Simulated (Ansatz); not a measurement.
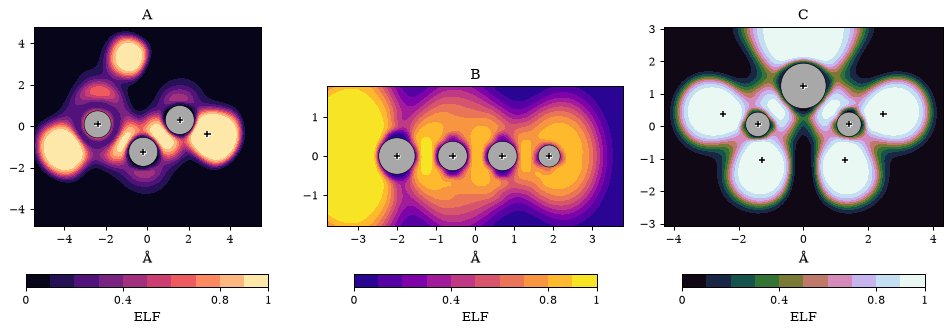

The ELF of 3 systems, each on a plane through atoms (crosses mark nuclei in the plane; grey discs cover the cores).

The calculation used isolated molecule in a Gaussian basis; Kohn-Sham density functional theory, functional PBE0 in Ansatz 0.2.0.

System 1: C₂H₄Si (charge −1, doublet), the molecular plane. Geometry: PBE-D3(BJ)/def2-SVPD; ⟨S²⟩ = 0.82, above the pure value of 0.75.

```yaml
atoms:
  - { symbol: C, position_ang: [-1.0042, -0.2771, -0.0152] }
  - { symbol: C, position_ang: [-0.9250, -0.7508, -2.7834] }
  - { symbol: Si, position_ang: [0.2173, -0.4327, -1.3794] }
  - { symbol: H, position_ang: [-2.1036, -0.3746, -0.1557] }
  - { symbol: H, position_ang: [-0.7205, -0.0762, 1.0364] }
  - { symbol: H, position_ang: [-2.0315, -0.8046, -2.6801] }
  - { symbol: H, position_ang: [-0.5815, -0.9090, -3.8244] }
```

System 2: H₁₀Si₃Sn (SMILES [SiH3][SiH2][SnH2][SiH3]), the plane of atoms Si2, Si1 and H7. Geometry: PBE0-D3(BJ)/def2-SVP; core potentials replace the inner electrons of Sn.

```yaml
atoms:
  - { symbol: Si, position_ang: [-1.2473, -1.4982, -0.4171] }
  - { symbol: Si, position_ang: [0.6854, -0.1984, -0.1626] }
  - { symbol: Si, position_ang: [-2.2138, 2.4865, 1.1211] }
  - { symbol: Sn, position_ang: [-0.0167, 2.2766, -0.1955] }
  - { symbol: H, position_ang: [-2.1708, -1.2099, 0.7247] }
  - { symbol: H, position_ang: [-1.9395, -1.1239, -1.6893] }
  - { symbol: H, position_ang: [-0.9478, -2.9628, -0.4397] }
  - { symbol: H, position_ang: [1.3222, -0.5119, 1.1558] }
  - { symbol: H, position_ang: [1.6726, -0.4971, -1.2474] }
  - { symbol: H, position_ang: [-0.2671, 2.7843, -1.8156] }
  - { symbol: H, position_ang: [1.2020, 3.2703, 0.4907] }
  - { symbol: H, position_ang: [-2.6404, 3.9129, 1.2548] }
  - { symbol: H, position_ang: [-3.2884, 1.7266, 0.4114] }
  - { symbol: H, position_ang: [-2.0425, 1.9034, 2.4871] }
```

System 3: C₂BO (SMILES B#C[C-]=O) (charge −1), a plane that holds the molecular axis. Geometry: B3LYP-D3(BJ)/def2-SVPD.

```xyz
4

C     0.0000    0.0000   -0.5804
C     0.0000    0.0000    0.6952
B     0.0000    0.0000   -2.0079
O     0.0000    0.0000    1.8931
```

Q: Which map belongs to which system?

A: Panel A is system 2, H₁₀Si₃Sn: the plane holds Si, Sn and H. Si–Si (2.34 Å): the ELF peaks at about 1 between the atoms: localised, covalent bonding. Panel B is system 3, C₂BO: the plane holds C, B and O. C–O (1.20 Å): the ELF peaks at about 0.85 between the atoms; a multiple bond. Panel C is system 1, C₂H₄Si: the plane holds C, Si and H. C–Si (1.84 Å): the ELF peaks at about 0.95 between the atoms; a covalent bond.
